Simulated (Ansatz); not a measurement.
Fields on a plane of CsPbBr3 (cubic perovskite)

```
CsPbBr3
1.0
    6.00278     0.00000     0.00000
    0.00000     6.00278     0.00000
    0.00000     0.00000     6.00278
Cs Pb Br
1 1 3
Cartesian
  0.00000   0.00000   0.00000
  3.00139   3.00139   3.00139
  0.00000   3.00139   3.00139
  3.00139   3.00139   0.00000
  3.00139   0.00000   3.00139
```

The slice is a {110} plane (indices of the conventional cell) through the point (0.500, 0.500, 0.000) (fractional), spanned by u = [100] and v = [011] in vectors of this cell: u (6.00 Å) and v (8.49 Å, at 90° to u). It covers one period; positions are fractions (u, v).

Atoms on it: Br at (0.00, 0.00); Br at (0.00, 0.50).

Level of theory: PBE (plane waves to 420 eV, PAW, scalar-relativistic; Ansatz, a first-principles code). k mesh 6×6×6. Near the nuclei the fields are pseudised (PAW); where an atom keeps semicore shells as valence, they peak there. CsPbBr3 was relaxed with its symmetry unable to fall. Spin-orbit coupling is left out, though Pb is heavy. This is a high-temperature form of CsPbBr3.

```
|==##@@==..                      ..==@@##|
|%%##++::                          ::++##|
|----..                              ..--|
|......                              ....|
|............                  ..........|
|::::::......                  ......::::|
|::::::::......              ......::::::|
|::::::......                  ......::::|
|............                  ..........|
|......                              ....|
|----..                              ..--|
|%%##++::                          ::++##|
|==##@@==..                      ..==@@##|
|  ==@@++..                      ..++@@==|
|==##@@==..                      ..==@@##|
|%%##++::                          ::++##|
|----..                              ..--|
|......                              ....|
|............                  ..........|
|::::::......                  ......::::|
|::::::::......              ......::::::|
|::::::......                  ......::::|
|............                  ..........|
|......                              ....|
|----..                              ..--|
|%%##++::                          ::++##|
|==##@@==..                      ..==@@##|
|  ==@@++..                      ..++@@==|
```
Scale: ten equal steps from 0.000 (start of ' ') to 0.032 (end of '@'), in the order ' .:-=+*#%@'. Values: density of the lowest conduction band (whole band as if filled, smooth part) in e/Å³. The map has 20 points along u (two characters each, u = 0 at the left) and 28 along v (v = 0 in the bottom row). 

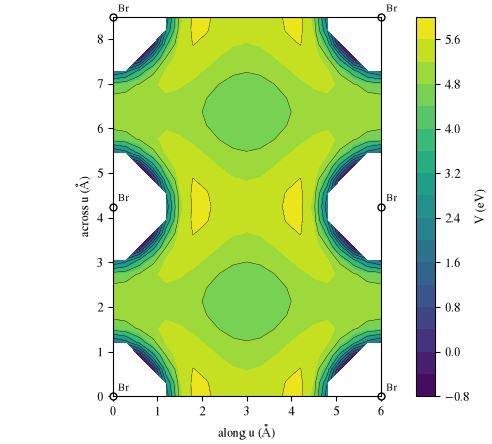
Fig. 1. Electrostatic potential energy of an electron, from the cell's mean, in eV, one period of the plane, atoms marked. Points within 1 Å of a nucleus are left white, as the pseudised field means little there. The zero, the cell's mean, hangs on the PAW cores.
